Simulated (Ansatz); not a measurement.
Input file:

```
crystal:
  lattice:
    - [6.4728471942, 0.0, 0.0]
    - [-3.2364235971, 5.605650105, 0.0]
    - [0.0, 0.0, 6.7949221]
  atoms:
    - { symbol: Mg, position: [0.0, 0.0, 0.0] }
    - { symbol: Sn, position: [0.3333333333, 0.6666666667, 0.0] }
    - { symbol: Sn, position: [0.6666666667, 0.3333333333, 0.0] }
    - { symbol: Sn, position: [0.0, 0.0, 0.5] }
    - { symbol: S, position: [0.338997, 0.0, 0.214953] }
    - { symbol: S, position: [0.0, 0.338997, 0.214953] }
    - { symbol: S, position: [0.661003, 0.661003, 0.214953] }
    - { symbol: S, position: [0.0, 0.661003, 0.785047] }
    - { symbol: S, position: [0.661003, 0.0, 0.785047] }
    - { symbol: S, position: [0.338997, 0.338997, 0.785047] }
basis:
  ecutwfc: 420
kpoints:
  mp_grid: { grid: [6, 6, 6] }
  band_path:
    path:
      - [[0.0, 0.0, 0.0], [0.5, 0.0, 0.0], [0.33333333, 0.33333333, 0.0], [0.0, 0.0, 0.0], [0.0, 0.0, 0.5], [0.5, 0.0, 0.5], [0.33333333, 0.33333333, 0.5], [0.0, 0.0, 0.5]]
      - [[0.5, 0.0, 0.5], [0.5, 0.0, 0.0]]
      - [[0.33333333, 0.33333333, 0.5], [0.33333333, 0.33333333, 0.0], [0.33333333, 0.33333333, -0.5]]
    npoints: 14
hamiltonian:
  xc: lda
scf:
  occupations: { method: gaussian, width: 0.01 }
  n_extra_bands: 25
output:
  forces: true
  stress: true
  eigenvalues: true
  populations: true
  dos: { projected: true, de: 0.02, nscf_kmesh: { grid: [8, 8, 8] } }
  bader: true
  write_density: true
  write_potential: true
  elf: true
  volumetric_format: npy
```

Launched as:

```sh
ansatz run input.yaml --threads 4 --pin off --max-ram 8192MiB --backend cpu --events-out ev --progress --plain --runs-dir out
```

Below, planes, directions and counts refer to the conventional cell (a = 6.47 Å, b = 6.47 Å, c = 6.79 Å, α = 90.00°, β = 90.00°, γ = 120.00°).

Space group P-31m; a structure generated by program, which may or may not match a known phase; computed pressure about −4 GPa in this cell.

All numbers below come from DFT LDA, scalar-relativistic, plane waves, PAW in Ansatz 0.2.0.

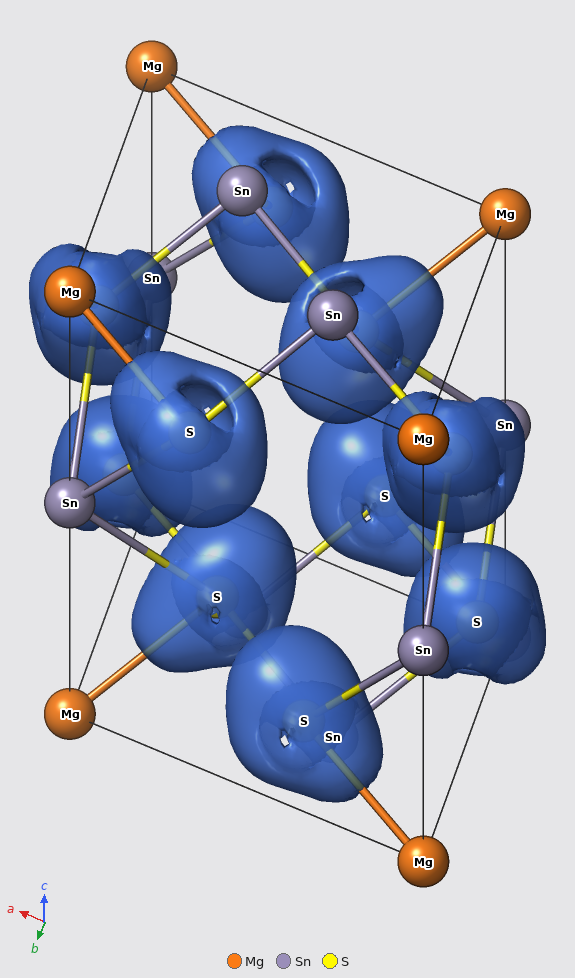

MgSn3S6. Isosurface of the electron localisation function at 0.8 (blue), seen at an oblique angle. Core shells and regions of very low density are left out. Sticks mark near contacts.

Core electrons are frozen (PAW), and the valence fields are smoothed inside the atomic spheres.

**Describe the localisation domains.**

At this value the surface marks out six regions wrapped around S (the valence shell of each), counted in one cell of 10 atoms. Regions shared between cells count once. Profiles from the grid: Sn–S (2.59 Å): the ELF peaks at about 0.85 in the valence shell of S, 0.8 Å from its nucleus, and is about 0.55 at the midpoint. Mg–S (2.64 Å): the ELF peaks at about 0.90 in the valence shell of S, 0.9 Å from its nucleus, and falls to about 0.05 next to Mg; a closed-shell, largely ionic contact.
